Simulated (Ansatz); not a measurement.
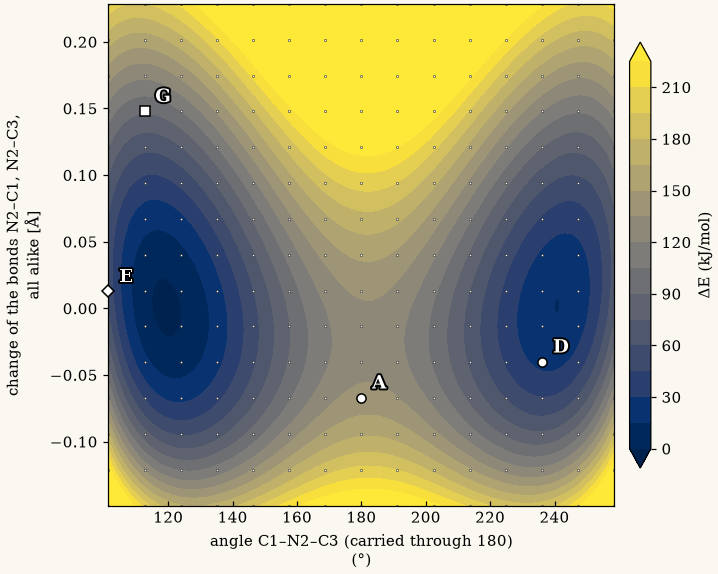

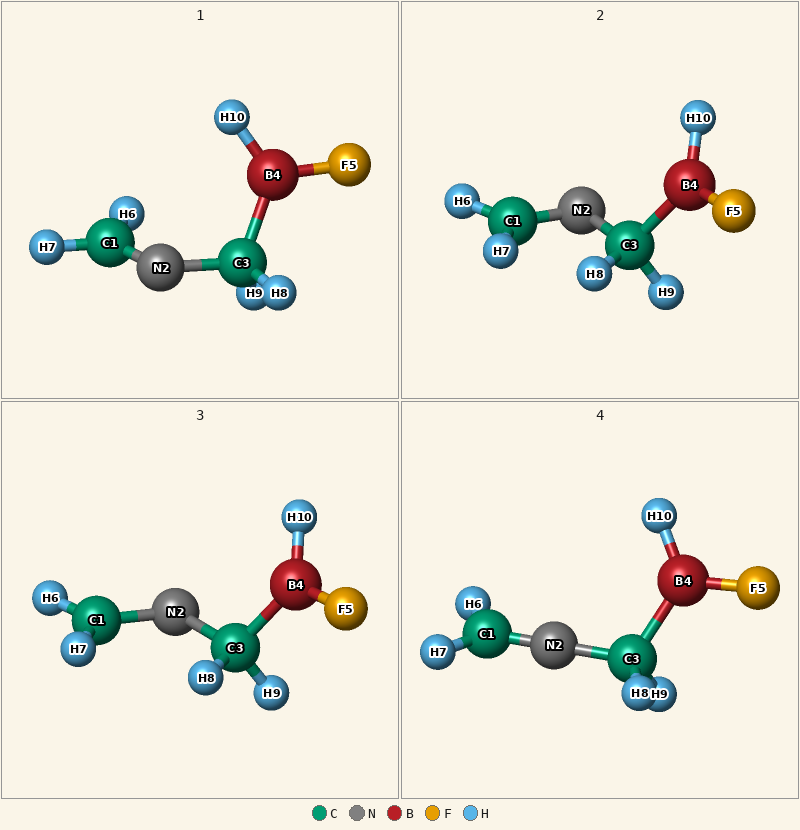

C2H5BFN, SMILES C=NCBF. Coordinates scanned: (1) angle C1–N2–C3 (carried through 180); (2) change of the bonds N2–C1, N2–C3, all alike. Nothing is relaxed (all other coordinates rigid). The scan uses a 15 × 15 grid. Points are written as (first, second). All energies are given in kJ/mol relative to the lowest grid point. Level of theory: RHF/def2-TZVP in Ansatz.

The picture shows filled contours, dots at the grid points, one colour for all values above the top of the scale, lettered points. Between grid points the surface is interpolated. The numbered pictures are the structures at these points, in random order.

Q: Which structure belongs to which point?

A: A is structure 4: (180.0°, −0.067 Å), 141 kJ/mol; D is structure 1: (236.2°, −0.040 Å), 26 kJ/mol; E is structure 2: (101.4°, 0.013 Å), 55 kJ/mol; G is structure 3: (112.6°, 0.148 Å), 92 kJ/mol.
